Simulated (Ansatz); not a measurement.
Consider KIrO3 (cubic perovskite) (Pm-3m).

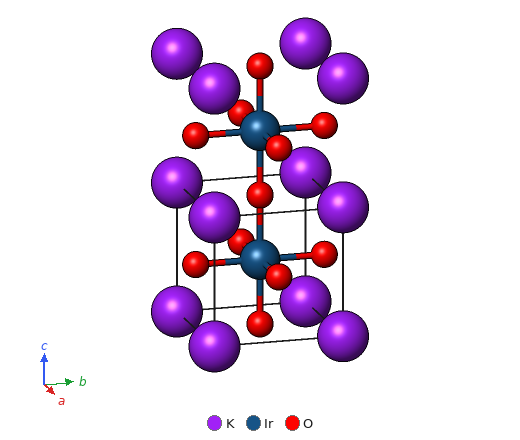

The structure (potassium purple, iridium blue, oxygen red). 1×1×2 cells are drawn. Some periodic images of atoms are drawn too.

The structure was built from a prototype and need not be the compound's stable phase.

```cif
data_structure
_symmetry_space_group_name_H-M 'P 1'
_symmetry_Int_Tables_number 1
_cell_length_a 3.8529
_cell_length_b 3.8529
_cell_length_c 3.8529
_cell_angle_alpha 90.000
_cell_angle_beta 90.000
_cell_angle_gamma 90.000
_cell_volume 57.20
loop_
_atom_site_label
_atom_site_type_symbol
_atom_site_fract_x
_atom_site_fract_y
_atom_site_fract_z
_atom_site_occupancy
K1 K 0.00000 0.00000 0.00000 1
Ir2 Ir 0.50000 0.50000 0.50000 1
O3 O 0.50000 0.50000 0.00000 1
O4 O 0.50000 0.00000 0.50000 1
O5 O 0.00000 0.50000 0.50000 1
```

The structure was relaxed with LDA. The structure type comes from a generator and need not be one that this composition takes. The structure was generated from a model, not taken from a measurement. The runs that relaxed it are not among those shown. The program's search for lower electronic states was switched off, so nothing shows that the state found is the lowest. Spin-orbit coupling is left out unless a run names it. PAW set soft_2, made with PBE.

A constrained-RPA run (Ansatz 0.2.0; non-magnetic LDA; Ir d + anion p, bands v11 to c3, 4×4×4 mesh, medium accuracy) builds 14 functions on bands 16 eV wide, with 22.0 electrons in the window. The bare on-site interaction is 16.2 eV and the bare J 0.65 eV.

**Question.** Estimate U, U′ and J.

On the Ir d shell, U = 8.13 eV (50 % of the bare value), U′ = 7.10 eV, J = 0.51 eV.

The parent state is non-magnetic and the interaction static (zero frequency); U depends on the window and the orbitals, so it belongs to this model alone. Spin-orbit coupling, which is strong for atoms this heavy, is left out. A window that holds the anion p bands defines a model with explicit ligands; its U belongs to that model and is not the U of DFT+U.

[Paths, hosts, dates, memory and timing lines, banners, echoed tables and standing remarks are left out of the program output.]

[Logs are printed without paths, hosts, clocks, repeated set-up lines and the standing remarks that a program may print on its own settings, such as how far it seeks lower states.]

[Runs of the session that timed out or met a known fault of the program may be left out.]

[Hosts, paths, dates, database ids (printed as entryN), source tags and the programs' standing remarks are cut or masked in the printed files.]
